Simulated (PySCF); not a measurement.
# BH₆NO: NMR shifts at several levels of theory, part 2 of 2

PySCF 2.14.0. Atoms count from 0. The steps go on from the part before.

**9. Shielding tensors: KT2/pcSseg-2**

Job settings and geometry (Å):

```
{"job": {"kind": "nmr", "xc": "KT2", "basis": "pcSseg-2", "pop": false}, "charge": 0, "multiplicity": 1}
N     -0.969508     0.031546     0.283615
B      0.619690    -0.375368    -0.111248
O      1.060261     0.626405    -1.025290
H     -1.030197     0.923766     0.776108
H     -1.504869     0.117692    -0.581524
H     -1.402447    -0.689708     0.861104
H      1.178745    -0.413227     0.988911
H      0.454796    -1.479677    -0.629122
H      1.652421     1.245369    -0.595656
```

With the program's defaults for keys left out, this is: GIAO KT2/pcSseg-2 NMR shielding, non-relativistic, gas phase.

What it wrote:

```text
coarse grid: 6960 points
cycle   1  E = -160.7954717902  dE =  1.696e-01  |g| = 9.094e-01  |ddm| = 1.694e+00
cycle   2  E = -159.0172584893  dE =  1.778e+00  |g| = 2.555e+00  |ddm| = 7.058e+00
cycle   3  E = -160.9463244051  dE = -1.929e+00  |g| = 2.938e-01  |ddm| = 6.933e+00
cycle   4  E = -160.9591773126  dE = -1.285e-02  |g| = 2.157e-01  |ddm| = 3.422e-01
cycle   5  E = -160.9687158689  dE = -9.539e-03  |g| = 3.941e-02  |ddm| = 1.326e-01
cycle   6  E = -160.9690506651  dE = -3.348e-04  |g| = 1.022e-02  |ddm| = 3.690e-02
cycle   7  E = -160.9690764116  dE = -2.575e-05  |g| = 3.336e-03  |ddm| = 1.054e-02
cycle   8  E = -160.9690791313  dE = -2.720e-06  |g| = 8.223e-04  |ddm| = 3.007e-03
final grid: 65640 points
cycle   9  E = -160.9763201228  dE = -2.616e-04  |g| = 6.426e-03  |ddm| = 6.869e-02
cycle  10  E = -160.9763094215  dE =  1.070e-05  |g| = 9.307e-03  |ddm| = 9.321e-03
cycle  11  E = -160.9763274270  dE = -1.801e-05  |g| = 1.687e-03  |ddm| = 6.011e-03
cycle  12  E = -160.9763278385  dE = -4.116e-07  |g| = 8.477e-04  |ddm| = 1.857e-03
cycle  13  E = -160.9763279988  dE = -1.603e-07  |g| = 1.863e-04  |ddm| = 7.570e-04
cycle  14  E = -160.9763280059  dE = -7.091e-09  |g| = 4.627e-05  |ddm| = 1.330e-04
cycle  15  E = -160.9763280064  dE = -4.300e-10  |g| = 6.751e-06  |ddm| = 3.177e-05
converged SCF energy = -160.9763280064

GIAO shielding tensors (ppm)
atom      isotropic    diamagn.    paramagn.     s11        s22        s33       span
  0 N      203.389     309.945    -106.556    185.172    206.411    218.586     33.414
  1 B      102.564     186.535     -83.971     89.942    102.677    115.073     25.131
  2 O      270.635     384.195    -113.560    241.335    262.108    308.464     67.129
  3 H       29.090      30.439      -1.349     24.668     25.544     37.058     12.390
  4 H       28.865      30.163      -1.299     24.660     25.505     36.429     11.769
  5 H       28.763      29.789      -1.027     24.064     24.478     37.746     13.682
  6 H       27.729      29.479      -1.750     24.761     28.207     30.218      5.457
  7 H       27.859      28.780      -0.920     24.705     28.453     30.419      5.714
  8 H       30.284      31.673      -1.389     23.343     26.233     41.276     17.933
```

Run time: 18 s. Hardware: 1 thread of Arm Neoverse V1, shared host; peak memory 0.79 GiB.

Key values: δ N0 56.7, B1 -4.3, O2 53.7, H6 3.38, H3 2.27 ppm (means over like atoms).

**10. Nuclear shieldings: KT3/pcSseg-2**

The job, as its differences from that of step 9:

```diff
@@ -1,2 +1,2 @@
-{"job": {"kind": "nmr", "xc": "KT2", "basis": "pcSseg-2", "pop": false}, "charge": 0, "multiplicity": 1}
+{"job": {"kind": "nmr", "xc": "KT3", "basis": "pcSseg-2", "pop": false}, "charge": 0, "multiplicity": 1}
 N     -0.969508     0.031546     0.283615
```

Level: GIAO KT3/pcSseg-2 NMR shielding, non-relativistic, gas phase.

What it wrote:

```text
coarse grid: 6960 points
cycle   1  E = -160.6340559054  dE =  1.559e-01  |g| = 9.074e-01  |ddm| = 1.694e+00
cycle   2  E = -158.6145627725  dE =  2.019e+00  |g| = 2.603e+00  |ddm| = 9.280e+00
cycle   3  E = -160.7825472071  dE = -2.168e+00  |g| = 3.170e-01  |ddm| = 9.169e+00
cycle   4  E = -160.7980845201  dE = -1.554e-02  |g| = 2.219e-01  |ddm| = 3.447e-01
cycle   5  E = -160.8082945303  dE = -1.021e-02  |g| = 4.470e-02  |ddm| = 1.536e-01
cycle   6  E = -160.8087213536  dE = -4.268e-04  |g| = 1.029e-02  |ddm| = 3.939e-02
cycle   7  E = -160.8087464170  dE = -2.506e-05  |g| = 3.307e-03  |ddm| = 1.072e-02
cycle   8  E = -160.8087490986  dE = -2.682e-06  |g| = 8.563e-04  |ddm| = 2.935e-03
final grid: 65640 points
cycle   9  E = -160.8146281247  dE = -2.589e-04  |g| = 6.082e-03  |ddm| = 5.831e-02
cycle  10  E = -160.8146153290  dE =  1.280e-05  |g| = 1.014e-02  |ddm| = 1.034e-02
cycle  11  E = -160.8146337191  dE = -1.839e-05  |g| = 1.361e-03  |ddm| = 7.476e-03
cycle  12  E = -160.8146340168  dE = -2.977e-07  |g| = 5.602e-04  |ddm| = 1.478e-03
cycle  13  E = -160.8146340946  dE = -7.781e-08  |g| = 8.841e-05  |ddm| = 4.686e-04
cycle  14  E = -160.8146340959  dE = -1.330e-09  |g| = 4.540e-05  |ddm| = 7.942e-05
cycle  15  E = -160.8146340964  dE = -4.617e-10  |g| = 5.203e-06  |ddm| = 3.468e-05
converged SCF energy = -160.8146340964

GIAO shielding tensors (ppm)
atom      isotropic    diamagn.    paramagn.     s11        s22        s33       span
  0 N      202.159     309.237    -107.078    185.475    204.589    216.412     30.937
  1 B      102.345     187.134     -84.789     90.053    102.671    114.310     24.257
  2 O      271.443     385.590    -114.146    244.610    265.128    304.591     59.981
  3 H       29.221      30.321      -1.100     24.895     25.665     37.104     12.209
  4 H       28.994      30.014      -1.020     24.874     25.624     36.484     11.610
  5 H       28.876      29.572      -0.696     24.229     24.637     37.762     13.532
  6 H       28.036      29.961      -1.925     25.094     28.507     30.508      5.414
  7 H       28.158      29.199      -1.041     25.039     28.733     30.702      5.663
  8 H       30.492      31.918      -1.426     23.608     26.406     41.462     17.854
```

Run time: 18 s. Hardware: 1 thread of Arm Neoverse V1, shared host; peak memory 0.79 GiB.

In short: δ N0 56.5, B1 -3.7, O2 52.4, H6 3.26, H3 2.32 ppm (means over like atoms).

**11. Shielding tensors: B97-D/pcSseg-2**

The job, as its differences from that of step 10:

```diff
@@ -1,2 +1,2 @@
-{"job": {"kind": "nmr", "xc": "KT3", "basis": "pcSseg-2", "pop": false}, "charge": 0, "multiplicity": 1}
+{"job": {"kind": "nmr", "xc": "B97-D", "basis": "pcSseg-2", "pop": false}, "charge": 0, "multiplicity": 1}
 N     -0.969508     0.031546     0.283615
```

Level: GIAO B97-D/pcSseg-2 NMR shielding, non-relativistic, gas phase.

What it wrote:

```text
coarse grid: 6960 points
cycle   1  E = -158.2886697292  dE =  1.459e-01  |g| = 9.044e-01  |ddm| = 1.753e+00
cycle   2  E = -156.4398963832  dE =  1.849e+00  |g| = 2.581e+00  |ddm| = 8.879e+00
cycle   3  E = -158.4328358980  dE = -1.993e+00  |g| = 3.074e-01  |ddm| = 8.776e+00
cycle   4  E = -158.4466421433  dE = -1.381e-02  |g| = 2.248e-01  |ddm| = 3.332e-01
cycle   5  E = -158.4566402042  dE = -9.998e-03  |g| = 4.401e-02  |ddm| = 1.369e-01
cycle   6  E = -158.4570516852  dE = -4.115e-04  |g| = 1.062e-02  |ddm| = 3.855e-02
cycle   7  E = -158.4570795983  dE = -2.791e-05  |g| = 3.396e-03  |ddm| = 1.069e-02
cycle   8  E = -158.4570822595  dE = -2.661e-06  |g| = 7.062e-04  |ddm| = 2.787e-03
final grid: 65640 points
cycle   9  E = -158.4556862635  dE = -1.237e-04  |g| = 7.751e-03  |ddm| = 3.508e-02
cycle  10  E = -158.4556606511  dE =  2.561e-05  |g| = 1.389e-02  |ddm| = 1.201e-02
cycle  11  E = -158.4556966169  dE = -3.597e-05  |g| = 1.507e-03  |ddm| = 8.717e-03
cycle  12  E = -158.4556969787  dE = -3.618e-07  |g| = 5.920e-04  |ddm| = 1.204e-03
cycle  13  E = -158.4556970456  dE = -6.685e-08  |g| = 1.296e-04  |ddm| = 3.356e-04
cycle  14  E = -158.4556970493  dE = -3.782e-09  |g| = 2.994e-05  |ddm| = 1.262e-04
cycle  15  E = -158.4556970496  dE = -2.266e-10  |g| = 4.170e-06  |ddm| = 2.958e-05
converged SCF energy = -158.4556970496

GIAO shielding tensors (ppm)
atom      isotropic    diamagn.    paramagn.     s11        s22        s33       span
  0 N      201.326     310.348    -109.022    184.535    203.843    215.599     31.063
  1 B      100.680     186.068     -85.388     88.150    100.490    113.401     25.250
  2 O      277.739     386.461    -108.721    255.344    268.271    309.603     54.260
  3 H       29.264      30.429      -1.165     25.003     25.714     37.076     12.073
  4 H       29.018      30.100      -1.082     24.936     25.659     36.460     11.524
  5 H       28.989      29.666      -0.677     24.395     24.733     37.840     13.445
  6 H       28.056      30.081      -2.025     25.106     28.611     30.450      5.344
  7 H       28.168      29.285      -1.117     25.039     28.809     30.658      5.620
  8 H       30.553      31.981      -1.428     23.508     26.407     41.744     18.236
```

It took 17 s on 1 thread of Arm Neoverse V1, shared host; peak memory 0.79 GiB.

In short: δ N0 56.6, B1 -4.3, O2 47.5, H6 3.28, H3 2.31 ppm (means over like atoms).

**12. Shielding tensors: B3LYP/pcSseg-2**

The job, as its differences from that of step 11:

```diff
@@ -1,2 +1,2 @@
-{"job": {"kind": "nmr", "xc": "B97-D", "basis": "pcSseg-2", "pop": false}, "charge": 0, "multiplicity": 1}
+{"job": {"kind": "nmr", "xc": "B3LYP", "basis": "pcSseg-2", "pop": false}, "charge": 0, "multiplicity": 1}
 N     -0.969508     0.031546     0.283615
```

With the program's defaults for keys left out, this is: GIAO B3LYP/pcSseg-2 NMR shielding, non-relativistic, gas phase.

What it wrote:

```text
coarse grid: 6960 points
cycle   1  E = -158.4318091072  dE =  1.385e-01  |g| = 8.154e-01  |ddm| = 1.729e+00
cycle   2  E = -158.0257103956  dE =  4.061e-01  |g| = 1.607e+00  |ddm| = 2.553e+00
cycle   3  E = -158.5622901188  dE = -5.366e-01  |g| = 1.326e-01  |ddm| = 2.220e+00
cycle   4  E = -158.5647867942  dE = -2.497e-03  |g| = 7.967e-02  |ddm| = 1.208e-01
cycle   5  E = -158.5661090705  dE = -1.322e-03  |g| = 1.617e-02  |ddm| = 4.954e-02
cycle   6  E = -158.5661613463  dE = -5.228e-05  |g| = 4.330e-03  |ddm| = 1.165e-02
cycle   7  E = -158.5661658520  dE = -4.506e-06  |g| = 7.251e-04  |ddm| = 3.452e-03
final grid: 65640 points
cycle   8  E = -158.5658683636  dE = -7.405e-05  |g| = 4.840e-03  |ddm| = 2.264e-02
cycle   9  E = -158.5658641722  dE =  4.191e-06  |g| = 6.727e-03  |ddm| = 6.066e-03
cycle  10  E = -158.5658725811  dE = -8.409e-06  |g| = 4.830e-04  |ddm| = 3.818e-03
cycle  11  E = -158.5658725920  dE = -1.086e-08  |g| = 4.007e-04  |ddm| = 4.901e-04
cycle  12  E = -158.5658726203  dE = -2.835e-08  |g| = 4.103e-05  |ddm| = 2.076e-04
cycle  13  E = -158.5658726206  dE = -2.819e-10  |g| = 1.050e-05  |ddm| = 2.960e-05
converged SCF energy = -158.5658726206

GIAO shielding tensors (ppm)
atom      isotropic    diamagn.    paramagn.     s11        s22        s33       span
  0 N      200.974     309.134    -108.160    182.170    203.905    216.846     34.677
  1 B      100.484     183.492     -83.008     88.238    100.631    112.583     24.345
  2 O      281.434     386.250    -104.816    260.381    270.662    313.258     52.877
  3 H       29.192      30.405      -1.213     24.907     25.530     37.139     12.232
  4 H       28.919      30.044      -1.125     24.761     25.486     36.511     11.751
  5 H       29.003      29.707      -0.704     24.344     24.643     38.021     13.678
  6 H       28.127      29.724      -1.597     25.168     28.669     30.546      5.378
  7 H       28.220      29.038      -0.818     25.051     28.814     30.795      5.745
  8 H       30.554      31.935      -1.381     23.280     26.282     42.099     18.819
```

Run time: 12 s. Hardware: 1 thread of Arm Neoverse V1, shared host; peak memory 0.87 GiB.

Key values: δ N0 57.5, B1 -4.1, O2 44.4, H6 3.22, H3 2.35 ppm (means over like atoms).

**13. Run by run: NMR shifts**

Shifts (ppm), means over like atoms, with basis size and wall time:

```csv
run,H6,H3,H8,N0,B1,O2,functions,time
HF/pcSseg-2,2.87,2.57,0.92,45.3,-1.4,19.1,192,5.2 s
LDA/pcSseg-2,3.53,2.25,1.12,62.9,-6.5,57.6,192,13 s
PBE/pcSseg-2,3.41,2.26,0.89,60.2,-5.9,54.1,192,17 s
BLYP/pcSseg-2,3.34,2.29,0.94,62.0,-4.8,56.4,192,16 s
BP86/pcSseg-2,3.39,2.25,0.81,57.9,-5.9,49.9,192,17 s
OPBE/pcSseg-2,3.35,2.28,0.77,55.8,-5.8,47.6,192,18 s
KT2/pcSseg-2,3.38,2.27,0.89,56.7,-4.3,53.7,192,18 s
KT3/pcSseg-2,3.26,2.32,0.86,56.5,-3.7,52.4,192,18 s
B97-D/pcSseg-2,3.28,2.31,0.84,56.6,-4.3,47.5,192,17 s
B3LYP/pcSseg-2,3.22,2.35,0.84,57.5,-4.1,44.4,192,12 s
```

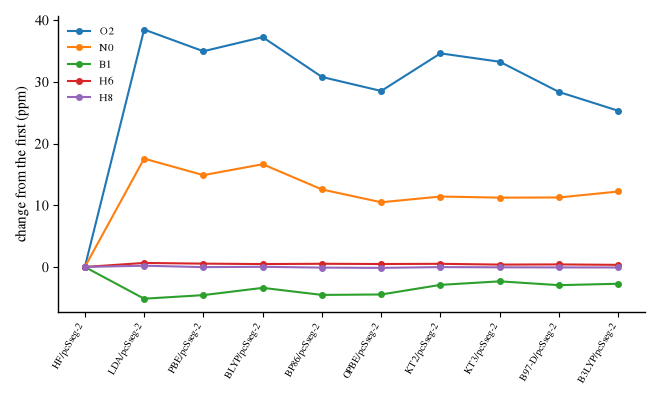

How five of the tabulated atoms move from run to run.

**14. Outcome**

The summary covers parts 1 to 2.

| quantity | value |
| --- | --- |
| point group | C1 |
| rotational constants (main isotopes) | 30.80, 8.24, 7.29 GHz |
| 1H shifts against TMS (HF/pcSseg-2, means over atoms taken as alike) | 2.87, 2.57, 0.92 ppm |
| 15N shifts against NH3 (HF/pcSseg-2) | 45.3 ppm |
| 11B shifts against BF3·OEt2 (HF/pcSseg-2) | -1.4 ppm |
| 17O shifts against H2O (HF/pcSseg-2) | 19.1 ppm |
| range of the shift of O2 | 19.1 to 57.6 ppm |

**Reading.** Single values in the summary come from the first run of each kind that ended normally (HF/pcSseg-2), which need not be the best level. The optimisation took 9 steps and gained 0.111 eV; among the close pairs (by a distance rule), N0–B1 changed most, from 1.763 to 1.687 Å. No frequency check was run at this level, so the end point may be a saddle. At HF/pcSseg-2: The largest span, 48 ppm, is at O2, where the paramagnetic term is -81 ppm. In ppm, O2 moves most: its shift spreads over 38.5 ppm, from 19.1 (HF/pcSseg-2) to 57.6 (LDA/pcSseg-2).
